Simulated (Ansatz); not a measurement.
**PBE-QIDH/def2-SVP run of C2H8Si (dimethylsilane)**

What is the energy change on altering one bond length of C2H8Si (dimethylsilane) at PBE-QIDH/def2-SVP? 

The calculation is run with Ansatz 0.2.0.

50 further runs of the same task are left out: 50 set aside as unsound or not needed.

### Step 1. Starting point

C2H8Si: 11 atoms, total charge 0, spin state singlet. SMILES: `C[SiH2]C`. Geometry: relaxed at PBE0-D4/def2-TZVP.

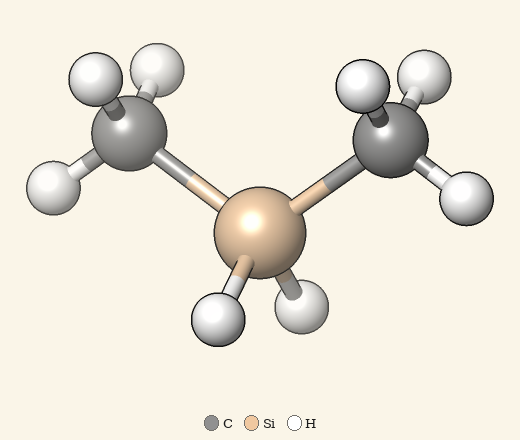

The structure, seen from a chosen angle (carbon grey, silicon light orange, hydrogen white).

### Step 2. A single-point energy at PBE-QIDH/def2-SVP

in.yaml reads:

```yaml
crystal:
  periodic: [false, false, false]
  atoms:
    - {symbol: C, position_ang: [-1.050200, 0.967200, -0.661200]}
    - {symbol: Si, position_ang: [-0.309200, -0.653200, -0.087600]}
    - {symbol: C, position_ang: [1.346600, -0.392300, 0.745700]}
    - {symbol: H, position_ang: [-2.015800, 0.806900, -1.146100]}
    - {symbol: H, position_ang: [-0.391700, 1.464600, -1.377800]}
    - {symbol: H, position_ang: [-1.204900, 1.644900, 0.182100]}
    - {symbol: H, position_ang: [-0.139900, -1.564200, -1.256100]}
    - {symbol: H, position_ang: [-1.245100, -1.319300, 0.863300]}
    - {symbol: H, position_ang: [2.058200, 0.075200, 0.060400]}
    - {symbol: H, position_ang: [1.772600, -1.342000, 1.077400]}
    - {symbol: H, position_ang: [1.244800, 0.255200, 1.620300]}
basis:
  gaussian:
    orbitals: def2-SVP
magnetization:
  spin_polarized: false
  initial_magnetization: 0
hamiltonian:
  xc: {name: PBE-QIDH}
correlation:
  frozen_orbitals: {C: 1, H: 0, Si: 5}
accuracy: high
output: {orbitals: {seedname: orbitals}}
```

Run with:

```
$ ansatz run in.yaml --threads 1 --pin off --max-ram 3480MiB --events-out events.jsonl --progress --plain --runs-dir runs
```

Log:

```text
Warning: RAYON_NUM_THREADS=1 ignored (pool sized by the plan → 1); use --threads N
Functional definition: PBE-QIDH
  name "PBE-QIDH"
  parameter a = 3^(-1/3)
  parameter c = 1/3
  exchange = (1 - a)*pbe_x + a*exact_x
  correlation = (1 - c)*pbe_c + c*(mp2_os + mp2_ss)
2062 factors; integrals over basis functions are off by at most 3.6e-9 eV
mean field evaluation 1: about -10062.0101 eV, gradient 3.4e1 eV
mean field evaluation 2: about -10062.0109 eV, gradient 3.4e1 eV
mean field evaluation 4: about -10064.8819 eV, gradient 1.5e0 eV
mean field evaluation 8: about -10064.8907 eV, gradient 6.9e-3 eV
mean field evaluation 16: about -10064.8907 eV, gradient 2.9e-7 eV
mean field -10064.89066283 eV, -369.8779096310 hartree, gradient 4.6e-8 eV, S^2 0.000000; 0 other end points of the search recorded, 0 dependent functions left out
7 core orbitals not correlated: weight in the atoms' cores, before any rotation towards them, 1.000 or more for the frozen orbitals, at most 0.000 for the correlated occupied ones
reference -10064.89066385 eV, -369.8779096685 hartree; 10, 10 occupied and 69, 69 virtual orbitals, 2062 factors
second order -12.31892750 eV of doubles, -0.00000000 eV of singles
Total energy: -10068.99697301 eV, -370.0288137469 hartree
```

Run time: 9.3 s. Hardware: 1 thread of Arm Neoverse V2, shared host; peak memory 0.28 GiB.

### Step 3. The distorted shape

run.yaml reads:

```yaml
crystal:
  periodic: [false, false, false]
  atoms:
    - symbol: C
      position_ang: [-0.926435, 0.425019, -1.335867]
    - symbol: Si
      position_ang: [-0.185435, -1.195381, -0.762267]
    - symbol: C
      position_ang: [1.470365, -0.934481, 0.071033]
    - symbol: H
      position_ang: [-1.892035, 0.264719, -1.820767]
    - symbol: H
      position_ang: [-0.267935, 0.922419, -2.052467]
    - symbol: H
      position_ang: [-1.204900, 1.644900, 0.182100]
    - symbol: H
      position_ang: [-0.016135, -2.106381, -1.930767]
    - symbol: H
      position_ang: [-1.121335, -1.861481, 0.188633]
    - symbol: H
      position_ang: [2.181965, -0.466981, -0.614267]
    - symbol: H
      position_ang: [1.896365, -1.884181, 0.402733]
    - symbol: H
      position_ang: [1.368565, -0.286981, 0.945633]
basis:
  gaussian:
    orbitals: def2-SVP
correlation:
  frozen_orbitals: {C: 1, H: 0, Si: 5}
accuracy: high
hamiltonian:
  xc: {name: PBE-QIDH}
output: {orbitals: {seedname: orbitals}}
```

Run with:

```
$ ansatz run run.yaml --threads 1 --pin off --max-ram 3480MiB --events-out events.jsonl --progress --plain --runs-dir runs
```

Log (excerpt; [...] marks lines left out):

```text
Warning: RAYON_NUM_THREADS=1 ignored (pool sized by the plan → 1); use --threads N
[... 2 set-up lines as earlier in the session ...]
[...]
2055 factors; integrals over basis functions are off by at most 3.9e-9 eV
[...]
mean field -10061.08159907 eV, -369.7379291197 hartree, gradient 3.5e-8 eV, S^2 0.000000; 0 other end points of the search recorded, 0 dependent functions left out; unrestricted orbitals would lower it
7 core orbitals not correlated: weight in the atoms' cores, before any rotation towards them, 1.000 or more for the frozen orbitals, at most 0.000 for the correlated occupied ones
reference -10061.08160012 eV, -369.7379291582 hartree; 10, 10 occupied and 69, 69 virtual orbitals, 2055 factors
second order -12.77758383 eV of doubles, -0.00000000 eV of singles
Total energy: -10065.34079473 eV, -369.8944516732 hartree
```

Run time: 9.9 s. Hardware: 1 thread of Arm Neoverse V2, shared host; peak memory 0.27 GiB.

### Step 4. Outcome

Level: PBE-QIDH/def2-SVP, 7 core orbitals frozen.

| quantity | value |
| --- | --- |
| first shape: total energy | -370.02881 Eh |
| first shape: HOMO energy (SCF part's orbitals) | -10.96 eV |
| first shape: LUMO energy (SCF part's orbitals) | 3.22 eV |
| first shape: HOMO–LUMO gap (SCF part's orbitals) | 14.18 eV |
| distorted shape: total energy | -369.89445 Eh |
| distorted shape: HOMO energy (SCF part's orbitals) | -9.59 eV |
| distorted shape: LUMO energy (SCF part's orbitals) | 0.04 eV |
| distorted shape: HOMO–LUMO gap (SCF part's orbitals) | 9.64 eV |
| energy change with the C1–H6 bond stretched from 1.093 to 1.967 Å | 3.656 eV |

**Reading.** With the C1–H6 bond stretched from 1.093 to 1.967 Å the energy rises by 3.66 eV (84 kcal/mol). The first shape isn't relaxed at this level, so the change isn't measured from a minimum. A restricted reference can't describe the breaking bond well at this length. The restricted solution (distorted shape) is unstable to spin breaking: an unrestricted one lies lower.
